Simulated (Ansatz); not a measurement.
**Run report: ZrH₃Cl₃O, single-point calculation**

ZrH₃Cl₃O, computed with RKS PBE0-D4/def2-TZVPP (Ansatz 0.2.0).

The geometry is the product side of a reaction. The reaction was set up to form Zr1–H7 and O2–H6 and to break Zr1–O2 and H6–H7 (atoms counted from 1 in the order of the input); sticks are drawn by distance alone. The geometry comes from this level: PBE0-D4/def2-TZVP.

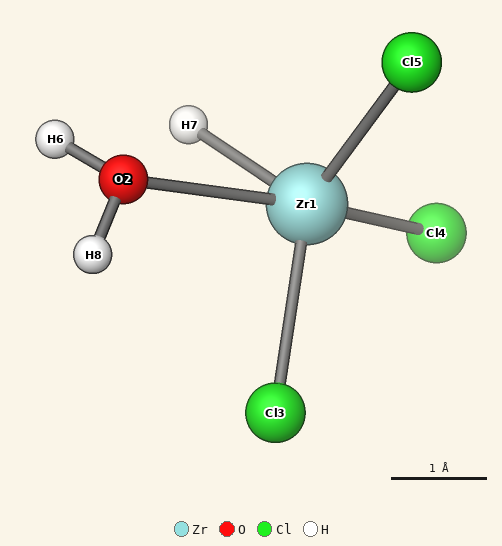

The structure as given in the input (ball-and-stick view, seen at a tilt; atoms are numbered from 1 in the order of the input). Sticks mark near contacts.

The input:
```yaml
crystal:
  periodic: [false, false, false]
  atoms:
    - {symbol: Zr, position_ang: [-0.592923, 0.205819, -0.559213]}
    - {symbol: O, position_ang: [1.212606, -0.123528, 0.882610]}
    - {symbol: Cl, position_ang: [0.242411, -1.869938, -1.356046]}
    - {symbol: Cl, position_ang: [-2.784377, 0.206360, -1.341478]}
    - {symbol: Cl, position_ang: [0.375551, 2.173296, -1.353064]}
    - {symbol: H, position_ang: [1.008577, -0.054669, 1.820089]}
    - {symbol: H, position_ang: [-1.183510, 0.390798, 1.175423]}
    - {symbol: H, position_ang: [1.721663, -0.928138, 0.731679]}
basis:
  gaussian: {orbitals: def2-TZVPP}
hamiltonian: {xc: pbe0, dispersion: d4}
output: {orbitals: {seedname: orbitals}}
```

Command:
```bash
ansatz run in.yaml --threads 8 --pin off --events-out ev --progress --plain --max-ram 19148MiB
```

Output:
```
Functional definition: PBE0
  name "PBE0"
  cite "Adamo & Barone, J. Chem. Phys. 110, 6158 (1999) doi:10.1063/1.478522"
  cite "Perdew, Burke & Ernzerhof, Phys. Rev. Lett. 77, 3865 (1996) doi:10.1103/PhysRevLett.77.3865"
  parent pbe
  parameter a = 0.25
  parameter kappa = 0.804
  parameter beta = 0.06672455060314922
  exchange = (1 - a)*pbe_x(kappa = kappa, mu = beta*pi^2/3) + a*exact_x
  correlation = pbe_c(beta = beta)
1693 factors; their error is unknown
mean field evaluation 1: about -40934.3276 eV, gradient 5.0e1 eV
mean field evaluation 2: about -40929.6015 eV, gradient 7.2e1 eV
mean field evaluation 4: about -40938.4842 eV, gradient 4.1e0 eV
mean field evaluation 8: about -40938.5249 eV, gradient 1.7e-1 eV
mean field evaluation 16: about -40938.6477 eV, gradient 1.7e-4 eV
mean field -40938.64774905 eV, -1504.4675555655 hartree, gradient 6.4e-5 eV, S^2 0.000000; 0 other end points of the search recorded, 0 dependent functions left out
reference -40938.64779818 eV, -1504.4675573712 hartree; 37, 37 occupied and 218, 218 virtual orbitals, 1693 factors
Total energy: -40938.86769858 eV, -1504.4756385616 hartree
```

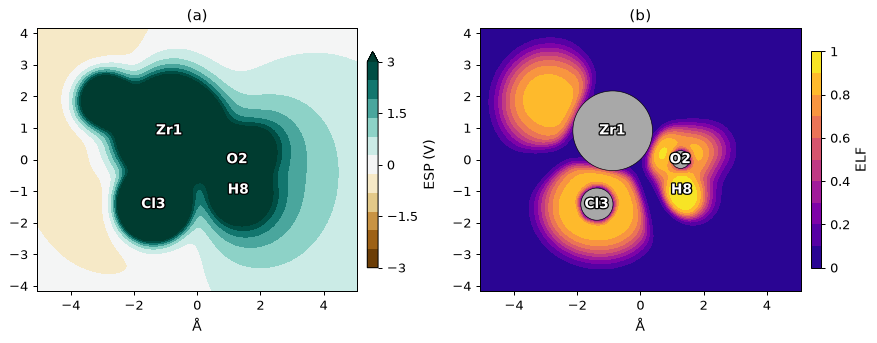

(a) molecular electrostatic potential; (b) electron localisation function on the plane of atoms Zr1, O2 and H8. Grey discs, where drawn, cover atomic cores. The section cuts through Zr, O, Cl and H sites. Zr–O (2.33 Å): the ELF is about 0.10 at the midpoint. O–H (0.96 Å): the ELF climbs to about 1 towards the hydrogen, as it does in any bond to H (a covalent bond by its length). Zr–Cl (2.38 Å): the ELF peaks at about 0.85 in the valence shell of Cl, 0.8 Å from its nucleus, and is about 0.35 at the midpoint.

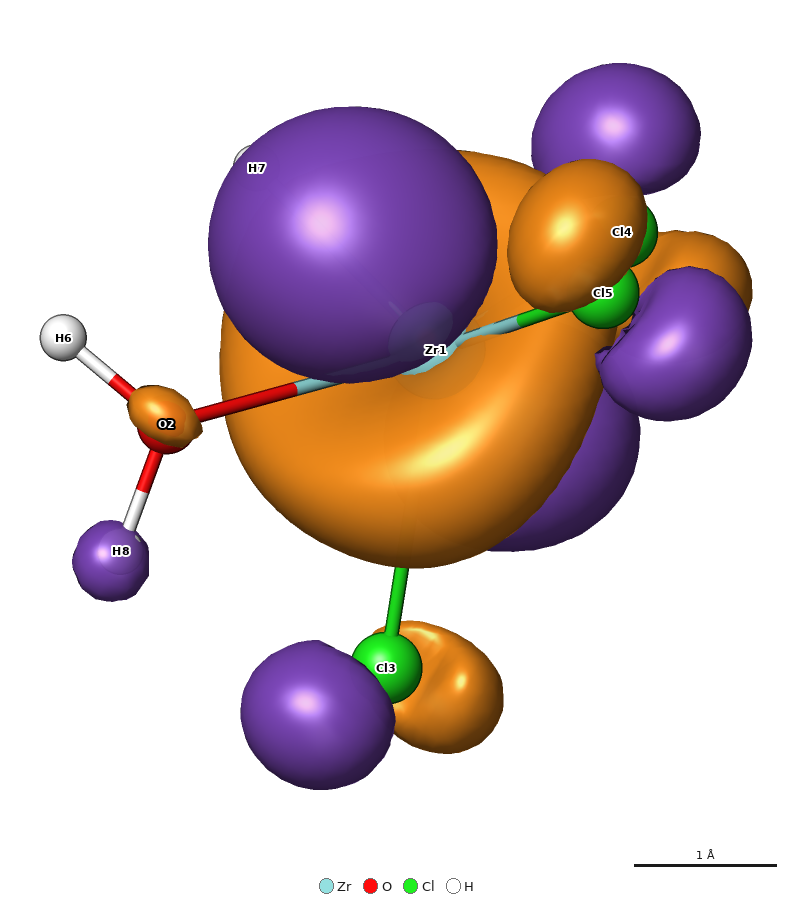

One frontier orbital at ±0.1 Å⁻³ᐟ² (orange and purple are the two phases), seen at a tilt. The LUMO, at −2.16 eV. It lies mainly on Zr1 (70 %).

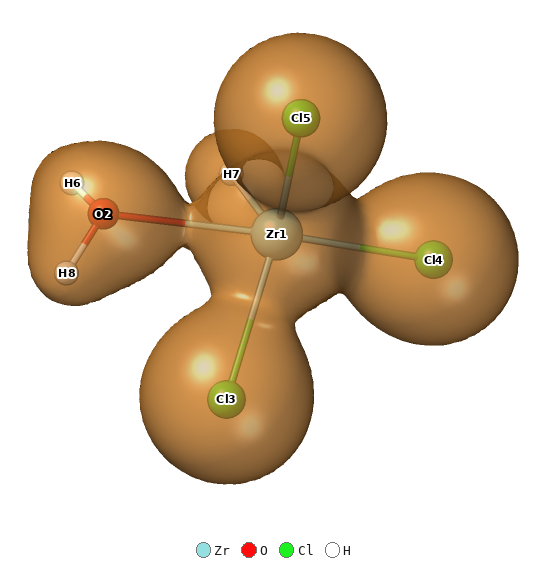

Isosurface of the electron density at 0.3 e/Å³ (orange), seen face on. At this value the surface is in one piece. On the grid the lowest density along these lines, outside the cores, is 0.63 e/Å³ (Zr–Cl, 2.33 Å), 0.35 e/Å³ (Zr–O, 2.33 Å), 2.5 e/Å³ (O–H, 0.96 Å) and 0.57 e/Å³ (Zr–Cl, 2.38 Å).

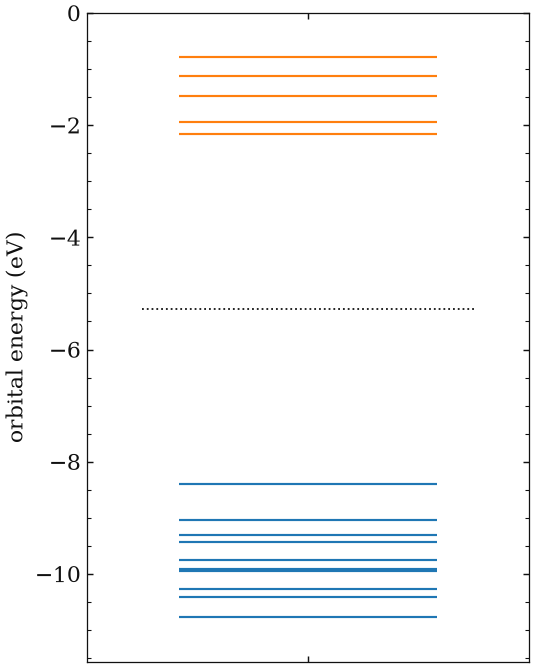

Orbital energies near the frontier; the dotted line parts filled from empty levels, and levels within 0.02 eV of each other stand side by side. Highest filled −8.39 eV, lowest empty −2.16 eV, 6.23 eV apart.

Key numbers:

```json
{"quantity": "outcome", "value": "converged"}
{"quantity": "total energy", "value": "−40938.8677 eV"}
{"quantity": "mean-field energy", "value": "−40938.6478 eV"}
{"quantity": "dispersion energy", "value": "−0.2199 eV"}
{"quantity": "SCF solution under orbital rotations", "value": "stable"}
{"quantity": "HOMO", "value": "−8.39 eV"}
{"quantity": "LUMO", "value": "−2.16 eV"}
{"quantity": "hardware", "value": "8 threads of Arm Neoverse V1, 23 GiB of memory available, shared host"}
{"quantity": "wall time", "value": "3.1 s (CPU time 22 s)"}
{"quantity": "peak memory", "value": "0.85 GiB"}
```
